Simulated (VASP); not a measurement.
Band structure of BeSe (zinc blende). These are revPBE GGA, VASP's PBE PAW potentials (set 64) (plane waves; VASP) values and carry that method's errors.

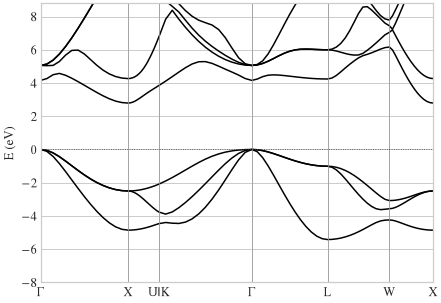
Figure: Bands along high-symmetry lines, zero at the valence-band maximum or, without a gap, the Fermi level

Read the plot: is there a gap, and where are the band edges?

The gap is indirect, 2.79 eV, from the valence maximum at Γ to the conduction minimum at X. (Edges off the drawn lines would not show.)

Measured: gap 4.00 eV (computed value off by -1.21 eV), as given by Das et al., (2018), arXiv:1807.05623.

The compound is BeSe in the zinc blende structure. It was relaxed first.
